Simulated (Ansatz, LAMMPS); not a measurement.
# Ionic liquid MMIM+ FSI- with water at 450 K (134 atoms) in motion

Wanted: a short trajectory of ionic liquid MMIM+ FSI- with water at 450 K (134 atoms) with its pair distributions.

Method: Kohn-Sham DFT, PBEsol, PAW (set soft_2), plane waves, in Ansatz 0.2.0.

## Step 1: The starting structure

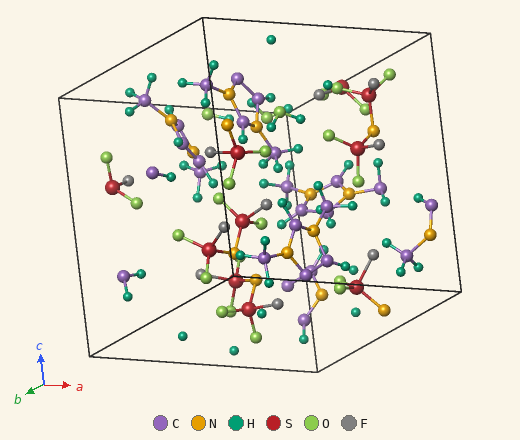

The starting structure, seen from a free direction (carbon purple, nitrogen orange, hydrogen teal, sulfur red, oxygen green, fluorine grey). Bonds to atoms that aren't drawn are left out. Some periodic images of atoms are drawn too.

The cell holds 134 atoms: 25 C, 15 N, 51 H, 10 S, 23 O and 10 F. Cell: a = 11.759 Å, b = 11.759 Å, c = 11.759 Å, α = 90.0°, β = 90.0°, γ = 90.0°. 5 MMIM+, 5 FSI-, 3 H2O placed at random, at 1.47 g/cm³; overlaps pushed apart, then 10 ps at 700 K with MMFF94 bonds, angles, torsions, charges and radii (Halgren, J. Comput. Chem. 17, 490 (1996)) in harmonic and 12-6 forms; SPC/E water (Berendsen, Grigera and Straatsma, J. Phys. Chem. 91, 6269 (1987)); charges of ions scaled by 0.8. Snapshot after 30 ps at 450 K and fixed volume.

Limits known from the start: The network of contacts between molecules at the start is that of the classical potential that made the cell. The functional has no dispersion term, which matters for the binding between molecules or layers. The density was typed from a rule of thumb and may lie off the real one at this temperature. The Brillouin zone is sampled at Γ only, in a cell whose shortest periodic width is 12 Å.

## Step 2: Single point at the start

The forces at the start show how far the geometry lies from a minimum of this functional.

File input.yaml:

```yaml
crystal:
  lattice:
    - [11.75894, 0.0, 0.0]
    - [0.0, 11.75894, 0.0]
    - [0.0, 0.0, 11.75894]
  atoms:
    - { symbol: C, position: [0.21966, 0.7641, 0.93053] }
    - { symbol: "N", position: [0.32254, 0.75953, 0.85885] }
    - { symbol: C, position: [0.32739, 0.71107, 0.75423] }
    - { symbol: C, position: [0.42214, 0.75485, 0.70423] }
    [... 124 atom lines left out ...]
    - { symbol: O, position: [0.62295, 0.95831, 0.96235] }
    - { symbol: H, position: [0.59515, 0.93036, 0.0377] }
    - { symbol: H, position: [0.67659, 0.90135, 0.92903] }
    - { symbol: O, position: [0.74527, 0.75569, 0.89249] }
    - { symbol: H, position: [0.80748, 0.70231, 0.91512] }
    - { symbol: H, position: [0.67824, 0.7444, 0.9436] }
kpoints:
  mp_grid: { grid: [1, 1, 1] }
hamiltonian:
  xc: pbesol
scf:
  occupations: { method: fixed }
output:
  forces: true
```

Started as:

```bash
ansatz run input.yaml --threads 4 --pin off --max-ram 8192MiB --backend cpu --events-out ev --progress --plain --runs-dir out
```

Run time: 12 s. Hardware: 4 threads of Arm Neoverse V2, shared host; peak memory 1.9 GiB; 45 s of CPU time.

Read from the output:

```yaml
free_energy: -42375.5298 eV
free_energy_per_atom: -316.2353 eV/atom
scf_cycles: 11
r_m_s_force_component: 1.154 eV/Å
longest_force: 7.267 eV/Å
fermi_energy: 0.1238 eV
```

The r.m.s. force component of 1.2 eV/Å sets the starting point.

Neighbours are counted within 1.34 Å (H-C), 1.21 Å (H-O), 1.77 Å (C-C), 1.79 Å (C-N), 1.93 Å (O-S), 2.02 Å (N-S), 1.98 Å (F-S).

Length of the force by element and coordination:

| element | coordination | atoms | mean length of the force (eV/Å) | spread | least | most |
| --- | --- | --- | --- | --- | --- | --- |
| C | all | 25 | 1.95 | 0.785 | 0.454 | 4.32 |
| C | 3 | 15 | 2.19 | 0.777 | 1.20 | 4.32 |
| C | 4 | 10 | 1.60 | 0.653 | 0.454 | 2.43 |
| F | all | 10 | 1.34 | 0.976 | 0.445 | 3.74 |
| H | all | 51 | 1.03 | 0.482 | 0.147 | 2.51 |
| N | all | 15 | 2.08 | 0.964 | 0.413 | 3.59 |
| N | 2 | 5 | 1.93 | 0.849 | 1.00 | 3.23 |
| N | 3 | 10 | 2.15 | 1.01 | 0.413 | 3.59 |
| O | all | 23 | 1.46 | 0.871 | 0.133 | 3.51 |
| O | 1 | 20 | 1.64 | 0.786 | 0.608 | 3.51 |
| O | 2 | 3 | 0.247 | 0.0897 | 0.133 | 0.352 |
| S | all | 10 | 3.98 | 1.67 | 0.511 | 7.27 |

## Step 3: Dynamics at 450 K

A Nosé–Hoover thermostat steers the temperature while disturbing the dynamics little. The time step is 0.5 fs, short enough for the stretching of bonds to hydrogen.

input.yaml: that of step 2 with these lines changed.

```diff
@@ -15 +15,8 @@
   forces: true
+md:
+  timestep: 0.5
+  n_steps: 280
+  ensemble: nvt_nose_hoover
+  temperature: 450
+  initial_velocities: maxwell_boltzmann
+  seed: 2672
```

The job ended after 31 min (4 threads; peak memory 1.9 GiB; 2 h of CPU time).

The program notes that it switched symmetry off.

The trajectory, sampled:

| time (fs) | T (K) | potential (meV/atom) | conserved (meV/atom) |
| --- | --- | --- | --- |
| 0.0 | 450 | 0.0 | 0.00 |
| 9.5 | 526 | -9.7 | 0.00 |
| 18.5 | 540 | -11.7 | 0.01 |
| 28.0 | 497 | -6.6 | 0.02 |
| 37.5 | 546 | -13.4 | 0.01 |
| 46.5 | 590 | -19.9 | 0.00 |
| 56.0 | 485 | -7.7 | 0.00 |
| 65.5 | 521 | -13.5 | 0.01 |
| 74.5 | 515 | -14.1 | -0.01 |
| 84.0 | 463 | -8.7 | -0.02 |
| 93.5 | 507 | -15.7 | -0.01 |
| 102.5 | 472 | -12.3 | 0.01 |
| 112.0 | 470 | -13.0 | 0.02 |
| 121.5 | 514 | -19.7 | -0.02 |
| 130.5 | 488 | -17.1 | -0.02 |
| 140.0 | 490 | -18.2 | 0.00 |

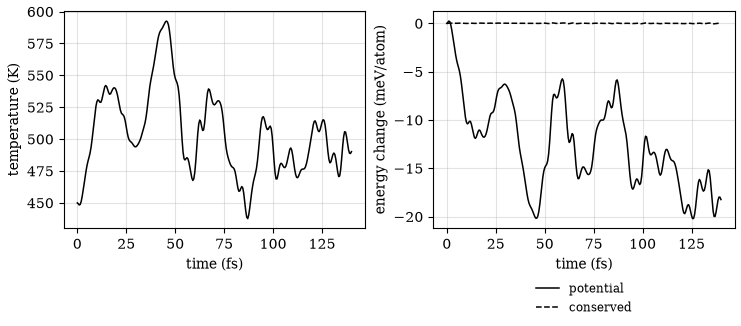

Temperature and energies against time.

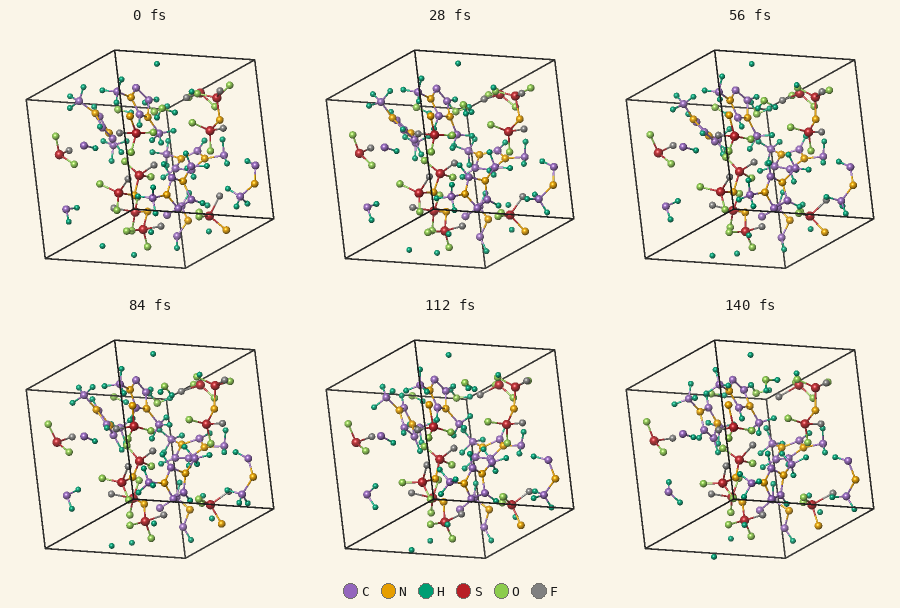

6 frames of the run. Bonds to atoms that aren't drawn are left out.

Mean square displacement from the first frame to the last: C 0.46 Å², N 0.25 Å², H 1.7 Å², S 0.16 Å², O 0.61 Å², F 0.61 Å².

The mean square displacement by time lag:

| time lag (fs) | C (Å²) | F (Å²) | H (Å²) | N (Å²) | O (Å²) | S (Å²) |
| --- | --- | --- | --- | --- | --- | --- |
| 0.5 | 2.5e-5 | 2.0e-5 | 2.6e-4 | 2.8e-5 | 2.4e-5 | 1.1e-5 |
| 6.0 | 0.00323 | 0.00281 | 0.0285 | 0.00373 | 0.00329 | 0.00153 |
| 12.0 | 0.0108 | 0.0107 | 0.0772 | 0.0125 | 0.0121 | 0.00514 |
| 20.5 | 0.0239 | 0.0278 | 0.135 | 0.0264 | 0.0306 | 0.0108 |
| 26.5 | 0.0346 | 0.0423 | 0.178 | 0.0359 | 0.0472 | 0.0148 |
| 32.0 | 0.0458 | 0.0566 | 0.223 | 0.0441 | 0.0651 | 0.0186 |
| 38.0 | 0.0591 | 0.0733 | 0.279 | 0.0516 | 0.0868 | 0.0228 |
| 43.5 | 0.0721 | 0.0898 | 0.327 | 0.0569 | 0.108 | 0.0267 |
| 49.5 | 0.0876 | 0.110 | 0.394 | 0.0633 | 0.132 | 0.0316 |
| 58.0 | 0.111 | 0.142 | 0.504 | 0.0769 | 0.169 | 0.0410 |
| 64.0 | 0.129 | 0.166 | 0.583 | 0.0901 | 0.197 | 0.0493 |
| 70.0 | 0.148 | 0.193 | 0.667 | 0.105 | 0.227 | 0.0581 |

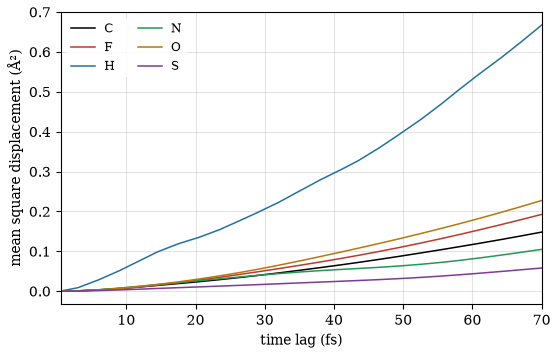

Mean square displacement, plotted against time lag.

The drift taken off is the plain mean over atoms, not the centre of mass, so with hydrogen in the cell the heavy atoms' values at short lags are too large.

Over the second half of 140 fs the temperature averages 488 K with swings of 21 K r.m.s. The conserved energy stays within 0.05 meV/atom. From first frame to last H has the largest mean square displacement, 1.7 Å² at the end; the farthest move is 2.92 Å. The run spans 0.14 ps, too short for its means to be equilibrium values.

## Step 4: Structure statistics late in the run

The g(r) is a mean over the second half; what follows it is taken at the last frame.

Bonds before and after, by the cutoffs listed below:

| pair | bonds before | bonds after | mean before (Å) | mean after (Å) | spread before (Å) | spread after (Å) |
| --- | --- | --- | --- | --- | --- | --- |
| H-C | 45 | 45 | 1.095 | 1.099 | 0.030 | 0.034 |
| H-O | 6 | 6 | 1.000 | 0.980 | 0.000 | 0.021 |
| C-C | 5 | 5 | 1.370 | 1.351 | 0.023 | 0.020 |
| C-N | 30 | 30 | 1.388 | 1.405 | 0.057 | 0.061 |
| O-S | 20 | 20 | 1.447 | 1.439 | 0.028 | 0.029 |
| N-S | 10 | 10 | 1.573 | 1.571 | 0.028 | 0.029 |
| F-S | 10 | 10 | 1.595 | 1.622 | 0.036 | 0.054 |

Density 1.47 g/cm³, 12.13 Å³ an atom.

Mean of 14 frames. Pair distribution functions g(r), in bins of 0.2 Å:

| r (Å) | total | H-H | H-C | H-O | H-N | H-F | H-S |
| --- | --- | --- | --- | --- | --- | --- | --- |
| 0.90 | 0.37 | 0.00 | 0.00 | 2.83 | 0.00 | 0.00 | 0.00 |
| 1.10 | 2.76 | 0.00 | 18.90 | 0.60 | 0.00 | 0.00 | 0.00 |
| 1.30 | 0.89 | 0.02 | 0.05 | 0.00 | 0.00 | 0.00 | 0.00 |
| 1.50 | 1.49 | 0.51 | 0.00 | 0.00 | 0.00 | 0.00 | 0.00 |
| 1.70 | 0.68 | 2.71 | 0.00 | 0.14 | 0.00 | 0.00 | 0.00 |
| 1.90 | 0.42 | 2.08 | 0.00 | 0.70 | 0.37 | 0.00 | 0.00 |
| 2.10 | 1.02 | 0.31 | 0.31 | 0.51 | 7.88 | 0.26 | 0.00 |
| 2.30 | 0.84 | 0.66 | 0.75 | 0.90 | 1.16 | 0.94 | 0.00 |
| 2.50 | 1.09 | 0.91 | 0.49 | 0.99 | 0.03 | 1.02 | 0.00 |
| 2.70 | 0.66 | 1.07 | 1.23 | 0.91 | 0.08 | 1.02 | 0.32 |
| 2.90 | 0.79 | 1.04 | 1.84 | 0.96 | 0.11 | 1.03 | 0.49 |
| 3.10 | 0.86 | 0.93 | 1.41 | 1.11 | 0.31 | 1.09 | 1.19 |
| 3.30 | 1.16 | 1.01 | 2.21 | 1.12 | 1.19 | 0.81 | 1.14 |
| 3.50 | 0.91 | 1.10 | 0.71 | 1.07 | 0.67 | 0.96 | 1.05 |
| 3.70 | 1.02 | 1.03 | 0.79 | 1.21 | 0.93 | 1.03 | 1.25 |
| 3.90 | 1.06 | 1.08 | 1.08 | 1.01 | 1.26 | 1.12 | 1.15 |
| 4.10 | 1.04 | 0.91 | 1.04 | 0.97 | 1.63 | 1.11 | 1.16 |
| 4.30 | 1.04 | 1.08 | 1.10 | 1.07 | 1.29 | 0.87 | 1.12 |
| 4.50 | 0.99 | 0.90 | 0.82 | 1.02 | 1.13 | 1.00 | 1.25 |
| 4.70 | 1.00 | 0.84 | 0.98 | 0.86 | 1.09 | 1.09 | 1.06 |
| 4.90 | 1.04 | 0.95 | 0.95 | 1.01 | 0.98 | 0.82 | 1.23 |
| 5.10 | 1.00 | 0.96 | 0.94 | 0.99 | 1.05 | 0.95 | 1.06 |
| 5.30 | 0.98 | 1.06 | 0.80 | 1.06 | 1.02 | 1.08 | 1.19 |
| 5.50 | 1.01 | 0.98 | 0.92 | 1.02 | 0.92 | 1.19 | 1.19 |
| 5.70 | 1.04 | 1.02 | 0.90 | 1.00 | 0.83 | 1.17 | 1.16 |

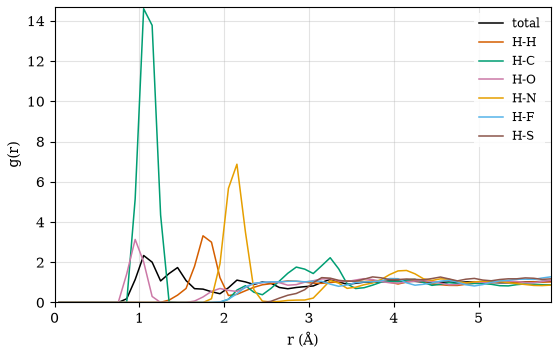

Pair distribution functions, lightly smoothed.

Bonds by pair of elements; cutoffs follow the first minimum of g(r), held within bounds set by covalent radii, and pairs that aren't listed don't count as bonded:

| pair A-B | cutoff (Å) | bonds | mean length (Å) | spread (Å) | shortest (Å) | B about A | A about B |
| --- | --- | --- | --- | --- | --- | --- | --- |
| H-C | 1.34 | 45 | 1.10 | 0.034 | 1.01 | 0.882 | 1.8 |
| H-O | 1.21 | 6 | 0.98 | 0.021 | 0.946 | 0.118 | 0.261 |
| C-C | 1.82 | 5 | 1.35 | 0.02 | 1.32 | 0.4 | 0.4 |
| C-N | 1.79 | 30 | 1.41 | 0.061 | 1.3 | 1.2 | 2 |
| O-S | 1.88 | 20 | 1.44 | 0.029 | 1.38 | 0.87 | 2 |
| N-S | 2.08 | 10 | 1.57 | 0.029 | 1.52 | 0.667 | 1 |
| F-S | 1.98 | 10 | 1.62 | 0.054 | 1.55 | 1 | 1 |

How many atoms have how many bonded neighbours:

| element | mean | 1 | 2 | 3 | 4 |
| --- | --- | --- | --- | --- | --- |
| C | 3.4 | 0 | 0 | 15 | 10 |
| F | 1 | 10 | 0 | 0 | 0 |
| H | 1 | 51 | 0 | 0 | 0 |
| N | 2.67 | 0 | 5 | 10 | 0 |
| O | 1.13 | 20 | 3 | 0 | 0 |
| S | 4 | 0 | 0 | 0 | 10 |

Bond angles (no mean is given where the spread exceeds 20°):

| angle | count | mean (°) | spread (°) |
| --- | --- | --- | --- |
| H-C-N | 50 | 115 | 8.5 |
| H-C-H | 30 | 109 | 5 |
| C-N-C | 30 | 119 | 9.3 |
| F-S-O | 20 | 103 | 4.2 |
| N-S-O | 20 | 112 | 4.9 |

Bond length by coordination (bonds to H left out):

| element | coordination | atoms | mean bond length (Å) |
| --- | --- | --- | --- |
| C | 3 | 15 | 1.36 |
| C | 4 | 10 | 1.48 |
| N | 2 | 5 | 1.57 |
| N | 3 | 10 | 1.41 |
| O | 1 | 20 | 1.44 |

Rings of the network by King's shortest-path rule, up to 12 atoms, one path for each pair of neighbours; H, halogens, alkali and alkaline-earth atoms are left out, and the last column divides by all other atoms, bonded or not:

| ring size (atoms) | rings | per network atom |
| --- | --- | --- |
| 5 | 5 | 0.068 |

By these cutoffs 60 % of C atoms have 3, all F atoms have 1, all H atoms have 1 and 67 % of N atoms have 3 bonded neighbours. The H-C-N angle averages 115° with a spread of 8°. All rings counted have 5 atoms.

[end of part 1 of 2]

[Logs are printed without paths, hosts, clocks, repeated set-up lines and the standing remarks that a program may print on its own settings, such as how far it seeks lower states.]

[Hosts, paths, dates, database ids (printed as entryN), source tags and the programs' standing remarks are cut or masked in the printed files.]

[The MMFF94 radii named for the starting cell were scaled by 0.96; in molecules described by MMFF94, hydrogen bound to N, O or S took a small fixed 12-6 site in their place.]
